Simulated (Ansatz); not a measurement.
# Geometry relaxation, with input and output: GaO₂

GaO₂, multiplicity 2, SMILES [O][Ga]=[O], computed with UKS B2PLYP/def2-TZVPP (Ansatz 0.2.0).

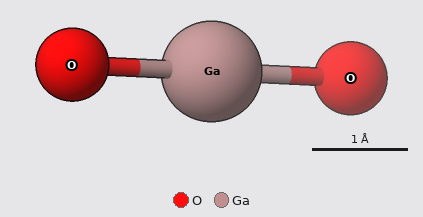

Figure 1. The starting structure (ball-and-stick view, seen at a tilt). Sticks mark near contacts.

Input:
```yaml
crystal:
  periodic: [false, false, false]
  atoms:
    - { symbol: O, position_ang: [0.0, 0.0, -1.68544902] }
    - { symbol: Ga, position_ang: [0.0, 0.0, -3.49e-06] }
    - { symbol: O, position_ang: [0.0, 0.0, 1.68544251] }
magnetization:
  spin_polarized: true
  initial_magnetization: 1
basis:
  gaussian: { orbitals: def2-TZVPP }
hamiltonian:
  xc: { name: B2PLYP }
relax:
  f_tol: 0.002
  max_steps: 150
```

Machine: 2 threads of Oxide Virtual Turin-like (Zen 5), 32 GiB of memory available, shared host.

Command:
```bash
ansatz run input.yaml --threads 2 --pin off --max-ram 5120MiB --backend cpu --events-out ev --progress --plain --runs-dir out
```

The program's output:
```
The last accepted step is kept in [file] (removed where the run ends without a failure and the disk answers)
Engine: ansatz 0.2.0, x86_64-unknown-linux-gnu
Functional definition: B2PLYP
  parameter a = 0.53
  parameter c = 0.27
  exchange = (1 - a)*b88_x + a*exact_x
  correlation = (1 - c)*lyp_c + c*(mp2_os + mp2_ss)
771 factors; integrals over basis functions are off by at most 3.5e-4 eV
mean field evaluation 1: about -56445.6851 eV, gradient 4.2e1 eV
mean field evaluation 2: about -56445.7485 eV, gradient 4.2e1 eV
mean field evaluation 4: about -56452.3931 eV, gradient 2.4e0 eV
mean field evaluation 8: about -56452.4776 eV, gradient 7.3e-1 eV
mean field evaluation 16: about -56452.4886 eV, gradient 1.4e-3 eV
mean field evaluation 32: about -56452.5234 eV, gradient 3.6e-4 eV
mean field evaluation 64: about -56451.6077 eV, gradient 6.7e0 eV
mean field -56452.52336164 eV, -2074.5919686455 hartree, gradient 2.4e-6 eV, S^2 0.780799; 6 other end points of the search recorded, 0 dependent functions left out
11 core orbitals not correlated: weight in the atoms' cores, before any rotation towards them, 1.000 or more for the frozen orbitals, at most 0.000 for the correlated occupied ones
reference -56452.52348550 eV, -2074.5919731972 hartree; 13, 12 occupied and 86, 87 virtual orbitals, 771 factors
second order -22.99689156 eV of doubles, -0.00000000 eV of singles
the calculation of the forces begins
WARN: the results are in doubt because the forces break the atoms' symmetry
relax step   1: F+E_penalty+E_count = -56458.73252236 eV  Δ(F+E_penalty+E_count) = +0.000e0 eV  max|allowed force component| = 1.376e0 eV/Å  Δτ_max = 0.0000 Å  (253 SCF iters, accepted)
these checks for a lower state are left out or cut short: starts, cluster_reference, orbital_swaps, neighbouring_geometries, increment
771 factors; integrals over basis functions are off by at most 3.5e-4 eV
mean field -56452.56805596 eV, -2074.5936111314 hartree, gradient 2.8e-6 eV, S^2 0.772767; 0 other end points of the search recorded, 0 dependent functions left out
11 core orbitals not correlated: weight in the atoms' cores, before any rotation towards them, 1.000 or more for the frozen orbitals, at most 0.000 for the correlated occupied ones
reference -56452.56817982 eV, -2074.5936156832 hartree; 13, 12 occupied and 86, 87 virtual orbitals, 771 factors
second order -22.90053177 eV of doubles, -0.00000000 eV of singles
the calculation of the forces begins
relax step   2: F+E_penalty+E_count = -56458.75119953 eV  Δ(F+E_penalty+E_count) = -1.868e-2 eV  max|allowed force component| = 1.602e0 eV/Å  Δτ_max = 0.0074 Å  (89 SCF iters, accepted)
these checks for a lower state are left out or cut short: starts, cluster_reference, orbital_swaps, neighbouring_geometries, increment
771 factors; integrals over basis functions are off by at most 3.8e-4 eV
mean field -56452.66414588 eV, -2074.5971423710 hartree, gradient 7.0e-6 eV, S^2 0.759524; 0 other end points of the search recorded, 0 dependent functions left out
11 core orbitals not correlated: weight in the atoms' cores, before any rotation towards them, 1.000 or more for the frozen orbitals, at most 0.000 for the correlated occupied ones
reference -56452.66426906 eV, -2074.5971468977 hartree; 13, 12 occupied and 86, 87 virtual orbitals, 771 factors
second order -22.59560355 eV of doubles, -0.00000000 eV of singles
the calculation of the forces begins
relax step   3: F+E_penalty+E_count = -56458.76495884 eV  Δ(F+E_penalty+E_count) = -1.376e-2 eV  max|allowed force component| = 2.100e0 eV/Å  Δτ_max = 0.0514 Å  (67 SCF iters, accepted)
these checks for a lower state are left out or cut short: starts, cluster_reference, orbital_swaps, neighbouring_geometries, increment
771 factors; integrals over basis functions are off by at most 3.6e-4 eV
mean field evaluation 96: about -56452.5557 eV, gradient 2.8e0 eV
mean field -56452.66069948 eV, -2074.5970157182 hartree, gradient 2.9e-6 eV, S^2 0.762117; 0 other end points of the search recorded, 0 dependent functions left out
11 core orbitals not correlated: weight in the atoms' cores, before any rotation towards them, 1.000 or more for the frozen orbitals, at most 0.000 for the correlated occupied ones
reference -56452.66082327 eV, -2074.5970202673 hartree; 13, 12 occupied and 86, 87 virtual orbitals, 771 factors
second order -22.73180020 eV of doubles, -0.00000000 eV of singles
the calculation of the forces begins
relax step   4: F+E_penalty+E_count = -56458.79828554 eV  Δ(F+E_penalty+E_count) = -3.333e-2 eV  max|allowed force component| = 3.647e-1 eV/Å  Δτ_max = 0.0269 Å  (78 SCF iters, accepted)
these checks for a lower state are left out or cut short: starts, cluster_reference, orbital_swaps, neighbouring_geometries, increment
771 factors; integrals over basis functions are off by at most 3.6e-4 eV
mean field -56452.66736355 eV, -2074.5972606180 hartree, gradient 3.4e-6 eV, S^2 0.761289; 0 other end points of the search recorded, 0 dependent functions left out
11 core orbitals not correlated: weight in the atoms' cores, before any rotation towards them, 1.000 or more for the frozen orbitals, at most 0.000 for the correlated occupied ones
reference -56452.66748729 eV, -2074.5972651657 hartree; 13, 12 occupied and 86, 87 virtual orbitals, 771 factors
second order -22.71252202 eV of doubles, -0.00000000 eV of singles
the calculation of the forces begins
relax step   5: F+E_penalty+E_count = -56458.79974449 eV  Δ(F+E_penalty+E_count) = -1.459e-3 eV  max|allowed force component| = 3.214e-2 eV/Å  Δτ_max = 0.0061 Å  (70 SCF iters, accepted)
these checks for a lower state are left out or cut short: starts, cluster_reference, orbital_swaps, neighbouring_geometries, increment
771 factors; integrals over basis functions are off by at most 3.6e-4 eV
mean field -56452.66808287 eV, -2074.5972870527 hartree, gradient 2.3e-6 eV, S^2 0.761282; 0 other end points of the search recorded, 0 dependent functions left out
11 core orbitals not correlated: weight in the atoms' cores, before any rotation towards them, 1.000 or more for the frozen orbitals, at most 0.000 for the correlated occupied ones
reference -56452.66820660 eV, -2074.5972915998 hartree; 13, 12 occupied and 86, 87 virtual orbitals, 771 factors
second order -22.70990485 eV of doubles, -0.00000000 eV of singles
the calculation of the forces begins
relax step   6: F+E_penalty+E_count = -56458.79975718 eV  Δ(F+E_penalty+E_count) = -1.269e-5 eV  max|allowed force component| = 4.603e-3 eV/Å  Δτ_max = 0.0007 Å  (57 SCF iters, accepted)
these checks for a lower state are left out or cut short: starts, cluster_reference, orbital_swaps, neighbouring_geometries, increment
771 factors; integrals over basis functions are off by at most 3.6e-4 eV
mean field evaluation 128: about -56452.5838 eV, gradient 5.8e-1 eV
mean field -56452.66800194 eV, -2074.5972840784 hartree, gradient 2.4e-6 eV, S^2 0.761281; 0 other end points of the search recorded, 0 dependent functions left out
11 core orbitals not correlated: weight in the atoms' cores, before any rotation towards them, 1.000 or more for the frozen orbitals, at most 0.000 for the correlated occupied ones
reference -56452.66812567 eV, -2074.5972886256 hartree; 13, 12 occupied and 86, 87 virtual orbitals, 771 factors
second order -22.71020576 eV of doubles, -0.00000000 eV of singles
the calculation of the forces begins
relax step   7: F+E_penalty+E_count = -56458.79975749 eV  Δ(F+E_penalty+E_count) = -3.107e-7 eV  max|allowed force component| = 1.798e-5 eV/Å  Δτ_max = 0.0001 Å  (51 SCF iters, accepted)
771 factors; integrals over basis functions are off by at most 3.6e-4 eV
mean field evaluation 160: about -56452.6680 eV, gradient 1.2e-3 eV
```

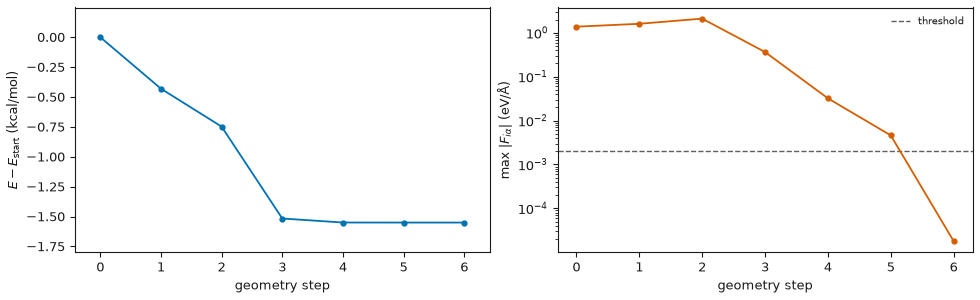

Figure 2. Progress of the relaxation, step by step (the first geometry is step 0 here and step 1 in the log).

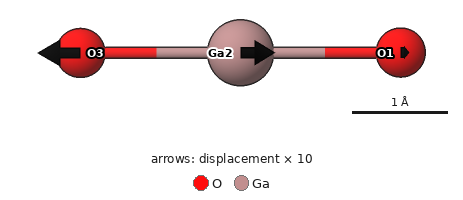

Figure 3. The starting structure with the displacements as black arrows, magnified 10 times (ball-and-stick view, seen on its broad side). The two geometries are laid on each other by the best rigid fit. The atom that moves furthest after the best rigid fit is O3 (0.046 Å). Largest moves by element: O 0.046 Å, Ga 0.037 Å. Among the contacts that change: Ga2–O3 1.685 → 1.768 Å, O1–Ga2 1.685 → 1.658 Å. After 6 geometry steps the energy has fallen by 1.55 kcal/mol. The largest force component goes from 1.4 to under 0.0001 eV/Å. (Atoms are counted from 1 in the order of the input.)

```
mean field -56452.66800194 eV, -2074.5972840784 hartree, gradient 2.4e-6 eV, S^2 0.761281; 4 other end points of the search recorded, 0 dependent functions left out
11 core orbitals not correlated: weight in the atoms' cores, before any rotation towards them, 1.000 or more for the frozen orbitals, at most 0.000 for the correlated occupied ones
reference -56452.66812567 eV, -2074.5972886256 hartree; 13, 12 occupied and 86, 87 virtual orbitals, 771 factors
second order -22.71020576 eV of doubles, -0.00000000 eV of singles
the calculation of the forces begins
Total energy: -56458.79988123 eV, -2074.8226264860 hartree
Atom 0 at    -0.000000     0.000000    -1.694641 Å, force    -0.000000     0.000000     0.000000 eV/Å
Atom 1 at     0.000000    -0.000000    -0.036591 Å, force     0.000000    -0.000000     0.000018 eV/Å
Atom 2 at    -0.000000     0.000000     1.731222 Å, force    -0.000000     0.000000    -0.000018 eV/Å
Dipole moment:    -0.000000     0.000000     0.439204 e Å
```

Trajectory as extended XYZ (Å, eV, eV/Å), 7 frames, from step=1 to step=7:
```
3
Properties=species:S:1:pos:R:3:forces:R:3 step=1 energy=-56458.73252
O     0.0000    0.0000   -1.6854    0.0000   0.0000   0.4380
Ga    0.0000    0.0000    0.0000    0.0000   0.0000  -1.3757
O     0.0000    0.0000    1.6854    0.0000   0.0000   0.9377
3
Properties=species:S:1:pos:R:3:forces:R:3 step=2 energy=-56458.75120
O     0.0000    0.0000   -1.6858    0.0000   0.0000   0.4919
Ga    0.0000    0.0000   -0.0071    0.0000   0.0000  -1.6023
O     0.0000    0.0000    1.6928    0.0000   0.0000   1.1104
3
Properties=species:S:1:pos:R:3:forces:R:3 step=3 energy=-56458.76496
O     0.0000    0.0000   -1.6811    0.0000   0.0000  -1.5479
Ga    0.0000    0.0000   -0.0584    0.0000   0.0000   2.1002
O     0.0000    0.0000    1.7395    0.0000   0.0000  -0.5523
3
Properties=species:S:1:pos:R:3:forces:R:3 step=4 energy=-56458.79829
O     0.0000    0.0000   -1.6939    0.0000   0.0000   0.1567
Ga    0.0000    0.0000   -0.0315    0.0000   0.0000  -0.3647
O     0.0000    0.0000    1.7254    0.0000   0.0000   0.2080
3
Properties=species:S:1:pos:R:3:forces:R:3 step=5 energy=-56458.79974
O     0.0000    0.0000   -1.6952    0.0000   0.0000   0.0321
Ga    0.0000    0.0000   -0.0364    0.0000   0.0000  -0.0289
O     0.0000    0.0000    1.7316    0.0000   0.0000  -0.0033
3
Properties=species:S:1:pos:R:3:forces:R:3 step=6 energy=-56458.79976
O     0.0000    0.0000   -1.6945    0.0000   0.0000  -0.0046
Ga    0.0000    0.0000   -0.0366    0.0000   0.0000   0.0034
O     0.0000    0.0000    1.7311    0.0000   0.0000   0.0012
3
Properties=species:S:1:pos:R:3:forces:R:3 step=7 energy=-56458.79976
O     0.0000    0.0000   -1.6946    0.0000   0.0000   0.0000
Ga    0.0000    0.0000   -0.0366    0.0000   0.0000   0.0000
O     0.0000    0.0000    1.7312    0.0000   0.0000   0.0000
```

Key numbers:

| quantity | value |
| --- | --- |
| outcome | converged |
| total energy | −56458.7999 eV |
| mean-field energy | −56452.6681 eV |
| ⟨S²⟩ | 0.761 |
| SCF solution under orbital rotations | stable |
| largest force (length of the vector) at the end | under 0.001 eV/Å |
| wall time | 53 s (CPU time 97 s) |
| peak memory | 0.35 GiB |
